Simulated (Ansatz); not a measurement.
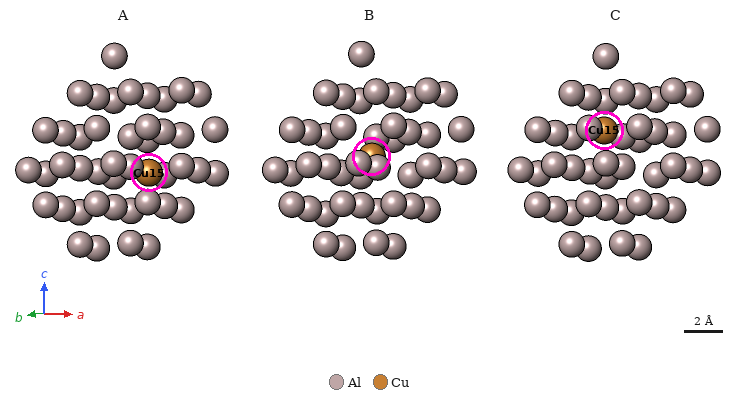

3 geometries from a converged minimum-energy path of Al with an Al vacancy (31 atoms in the cell), shuffled. A spheres-only model of the atoms within 5.8 Å of the middle of the path, seen from a free direction. The moving atom is ringed, with any periodic copies.

Theory: DFT LDA, scalar-relativistic, plane waves, PAW in Ansatz 0.2.0. Settings: plane-wave cutoff 420 eV; k-point mesh 3 × 3 × 3; Gaussian smearing 0.1 eV; 5 movable images; climbing image; force threshold 0.03 eV/Å; iteration limit 30; starting path by image-dependent pair potential.

Q: One of them is the converged climbing image. Which?

A: B. In order along the path, whose images run from 0 to 6: C (image 0, 0.00 eV), B (image 3, +0.38 eV), A (image 6, 0.00 eV). It is a vacancy jump: a nearby atom moves into the empty site and leaves its own site empty. The Cu atom travels furthest, 3.10 Å from end to end, along [1 0 −1], on a path that bends up to 0.39 Å away from the straight line. At the highest image its nearest neighbour (Al) is 2.42 Å away, against 2.73 Å at the start, and the surrounding atoms stand up to 0.28 Å off the mean of their end positions.

Limits of the set-up: the periodic images lie only 8.1 Å apart, so the values are limited by the cell's size.

Cost: 22 min on 4 threads of Arm Neoverse V1, with other jobs on the host, peak memory 4.1 GiB.

PAW datasets: the set soft_1.
